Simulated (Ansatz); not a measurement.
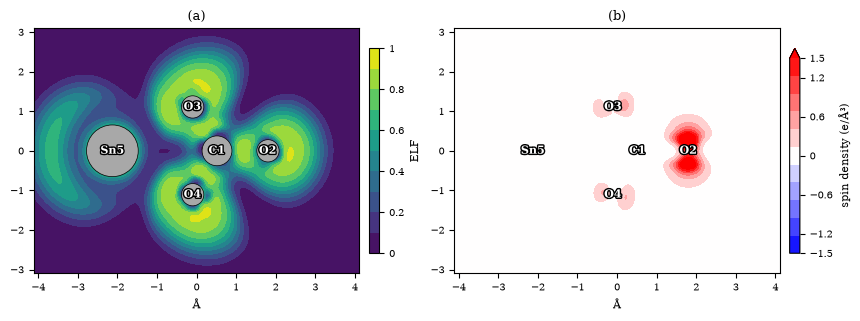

*CO3Sn (SMILES O=C1[O][Sn][O]1) (triplet). (a) electron localisation function; (b) spin density on the molecular plane. Grey discs cover the atomic cores in the ELF map.*

Geometry: r2SCAN-D4/def2-SVP; core potentials replace the inner electrons of Sn.

The calculation used isolated molecule in a Gaussian basis; Kohn-Sham density functional theory, functional PBE0 (Ansatz 0.2.0).

Input

```
crystal:
  periodic: [false, false, false]
  atoms:
    - {symbol: C, position_ang: [-0.088996, 0.763466, 2.239000]}
    - {symbol: O, position_ang: [-0.260033, 0.372108, 3.454291]}
    - {symbol: O, position_ang: [-1.090978, 0.820732, 1.464458]}
    - {symbol: O, position_ang: [1.076333, 1.080010, 1.853037]}
    - {symbol: Sn, position_ang: [0.261955, 1.567291, -0.255169]}
basis:
  gaussian:
    orbitals: def2-TZVPD
magnetization:
  spin_polarized: true
  initial_magnetization: 2
hamiltonian:
  xc: pbe0
output:
  forces: true
  orbitals: {seedname: orbitals}
```

Launched as:

```sh
ansatz run input.yaml --threads 1 --pin off --max-ram 2610MiB --events-out events.jsonl --progress --plain --runs-dir runs
```

> What does the map show?

Atoms in the plane: C, O and Sn. C–O (1.27 Å): the ELF peaks at about 0.85 between the atoms (a short, strongly polar bond). Sn–O (2.31 Å): the ELF is about 0.15 at the midpoint. The ELF also peaks beside O4, O2 and O3, away from the bonds: non-bonding electrons, paired or unpaired. The unpaired spin (2 electrons) lies mostly on Sn5 (about 1.0), O2 (about 0.8), O4 (about 0.1) and O3 (about 0.1), in electrons by Hirshfeld's partition.
